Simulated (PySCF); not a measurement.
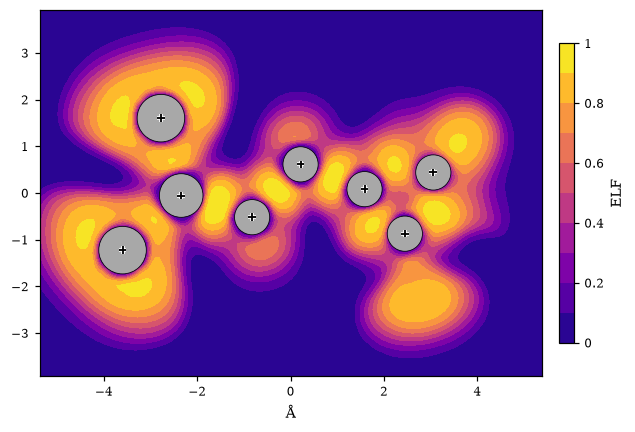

The electron localisation function on a plane through atoms (crosses mark nuclei in the plane; grey discs cover the cores).

These are results of PBE0/pcSseg-1, SCF density, gas phase, non-relativistic (PySCF), not measurements.

Candidates:
A. C$_{2}$H$_{9}$NOSi$_{2}$ (SMILES CC(=O)N([SiH3])[SiH3])
B. C$_{5}$H$_{6}$BCl$_{2}$F (SMILES FC1=C(CCB(Cl)Cl)C1)
C. C$_{4}$H$_{8}$AlNO$_{2}$ (SMILES C[NH][Al]1[CH2]OC=C[O]1)

Q: Which candidate gave the map?

A: Candidate B: C$_{5}$H$_{6}$BCl$_{2}$F on the plane of atoms C4, C5 and B6, which holds C, B and Cl. C–C (1.29 Å): the ELF peaks at about 0.80 between the atoms: a multiple bond. C–B (1.59 Å): the ELF peaks at about 1 between the atoms (a shared electron pair).
